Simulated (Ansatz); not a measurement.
C3H7BGe (SMILES [BH]1CC=[CH][GeH2]1)

Input file:

```
crystal:
  periodic: [false, false, false]
  atoms:
    - {symbol: C, position_ang: [-0.652932, 1.862710, 2.202302]}
    - {symbol: C, position_ang: [-0.392076, 0.441759, 1.743499]}
    - {symbol: C, position_ang: [-0.438892, 0.111708, 0.437955]}
    - {symbol: B, position_ang: [-0.967513, 2.833811, 1.010022]}
    - {symbol: Ge, position_ang: [-0.867720, 1.654103, -0.682991]}
    - {symbol: H, position_ang: [-1.203473, 4.005921, 1.169173]}
    - {symbol: H, position_ang: [-1.481090, 1.909044, 2.942421]}
    - {symbol: H, position_ang: [0.201255, 2.267154, 2.787785]}
    - {symbol: H, position_ang: [-0.162848, -0.312050, 2.511703]}
    - {symbol: H, position_ang: [-0.248953, -0.917583, 0.115257]}
    - {symbol: H, position_ang: [0.242240, 1.971612, -1.704602]}
    - {symbol: H, position_ang: [-2.167322, 1.458478, -1.488797]}
basis:
  gaussian:
    orbitals: def2-SVPD
output: {forces: true, orbitals: {seedname: orbitals}}
hamiltonian:
  xc: pbe0
```

Run with:

```sh
ansatz run input.yaml --threads 2 --pin off --max-ram 4350MiB --events-out events.jsonl --progress --plain --runs-dir runs
```

Geometry: r2SCAN-D4/def2-SVP.

Method: isolated molecule in a Gaussian basis; Kohn-Sham density functional theory, functional PBE0 (Ansatz 0.2.0).

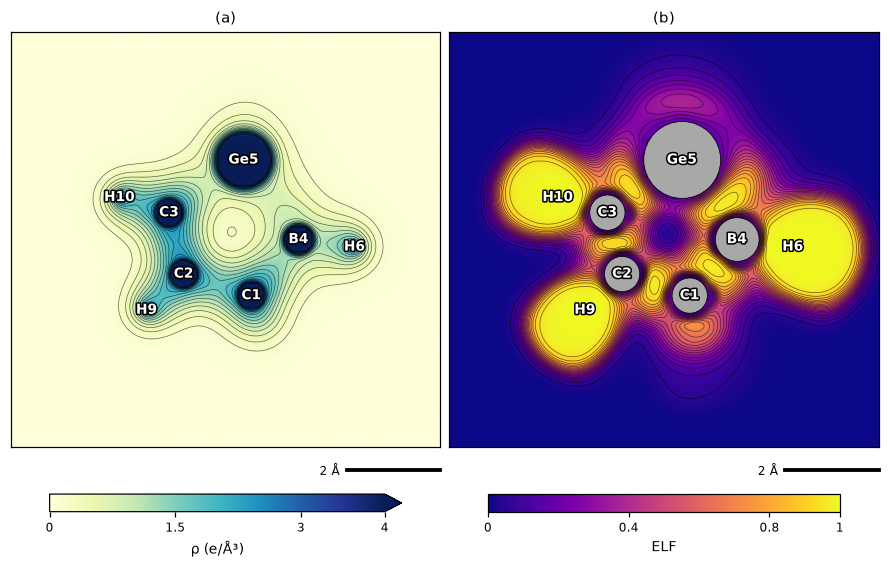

Figure 1. (a) electron density; (b) electron localisation function on the plane of atoms C1, B4 and H6. Grey discs cover the atomic cores in the ELF map.

### What does the map show?

- The section cuts through C, B, Ge and H sites.
- C–C (1.35 Å): ρ is about 2.2 e/Å³ halfway; the ELF peaks at about 0.90 between the atoms, as expected for a covalent bond.
- C–B (1.57 Å): ρ is about 1.4 e/Å³ halfway; the ELF peaks at about 0.95 between the atoms (a shared electron pair).
- C–Ge (1.95 Å): the density is about 0.86 e/Å³ at the midpoint; the ELF peaks at about 0.95 in the valence shell of C, 0.7 Å from its nucleus, and is about 0.70 at the midpoint.
- Ge–B (2.07 Å): the density is about 0.76 e/Å³ at the midpoint; the ELF peaks at about 0.95 in the valence shell of B, 0.8 Å from its nucleus, and is about 0.80 at the midpoint.
- C–H (1.10 Å): the density is about 1.9 e/Å³ at the midpoint; the ELF climbs to about 1 towards the hydrogen, as it does in any bond to H; an ordinary covalent bond to hydrogen.

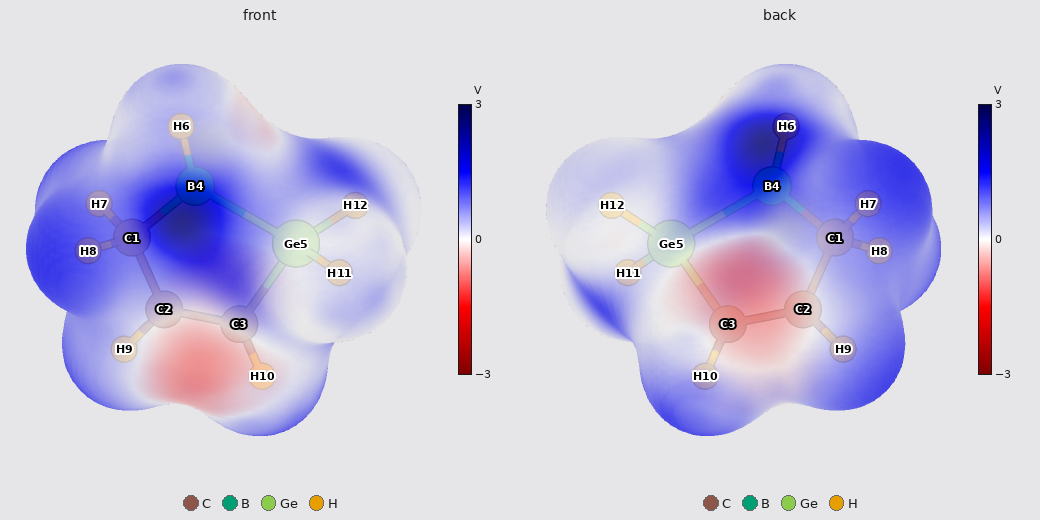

Figure 2. The molecular electrostatic potential painted on the density surface at 0.004 e/bohr³, seen from the front and from behind; the colour scale runs from red (negative) to blue (positive).

### Where is the surface potential most negative and most positive?

The most negative region (about −0.7 V) lies over the π face of C2 and C3, the most positive (about +2.5 V) over B4.

### What dipole moment does the calculation give?

Its dipole moment is 1.25 D.

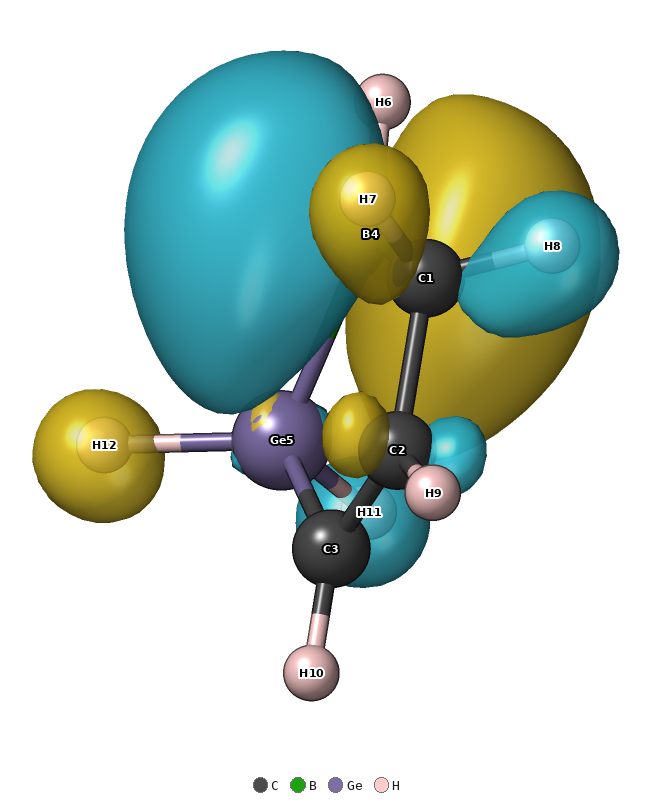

Figure 3. The LUMO at ±0.1 Å⁻³ᐟ² (yellow and cyan are the two phases), seen at an oblique angle.

### Describe this orbital and give its energy.

It lies mainly on B4 (about 55 %), Ge5 (about 15 %), C1 (about 10 %) and H6 (about 5 %). Its energy is −1.94 eV.
